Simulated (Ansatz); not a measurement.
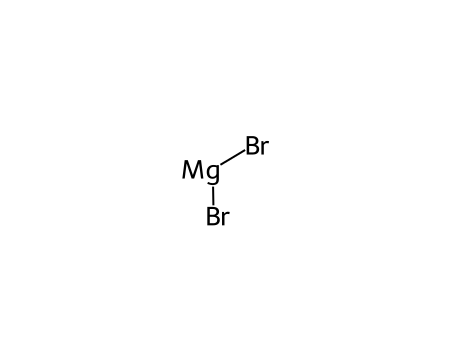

2D structure.

Transcribe the drawing into SMILES.

Answer. [Br][Mg][Br]

Give the formula, hydrogens included.

Answer. MgBr2.

An optimisation with PBE0-D4/def2-TZVP gave a structure of which point group?

Answer. D∞h.

More results for the same structure follow; atom numbers are the same in all pictures, views and colours differ. The computed structure is the end point of a PBE0-D4/def2-TZVP optimisation.

## Geometry

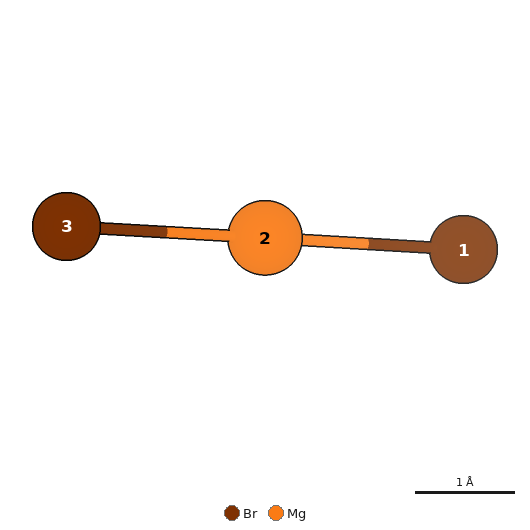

Estimate the angles Br1–Mg2–Br3.

```json
{"angle": "Br1–Mg2–Br3", "degrees": "179.9"}
```

## Electronic properties

Level of theory: RKS BLYP-D4/def2-TZVPP (Ansatz 0.2.0).

What is the HOMO–LUMO gap?

Answer. 4.50 eV.

Give the HOMO energy (Kohn–Sham orbital) at this level.

Answer. −7.03 eV.

## Thermal motion

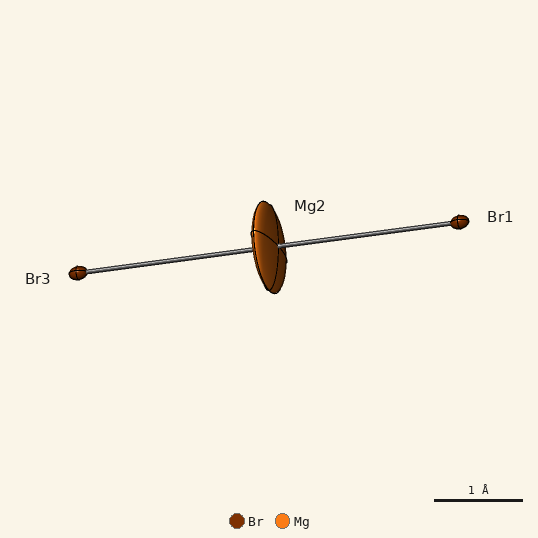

Displacement ellipsoids at the 50 % level, enlarged 2 times, from the internal vibrations of the free molecule (harmonic, no overall translation or rotation; no half-axis is drawn under 0.075 Å). Vibrations computed with RKS PBE0-D4/def2-TZVP (Ansatz 0.2.0). Temperature: 298 K.

List U_eq and the three principal root-mean-square amplitudes for each kind of atom.

```json
{"atom": "Br1, Br3", "U_eq (Å²)": "0.00087", "rms amplitudes (Å)": "0.026, 0.026, 0.035"}
{"atom": "Mg2", "U_eq (Å²)": "0.0201", "rms amplitudes (Å)": "0.037, 0.172, 0.172"}
```

## Vibrations

Harmonic vibrations computed with RKS PBE0-D4/def2-TZVP (Ansatz 0.2.0) at a stationary point of the same level.

How many vibrational modes are there, and where do they lie?

Answer. 4 modes: 93, 93, 197, 528 cm⁻¹.
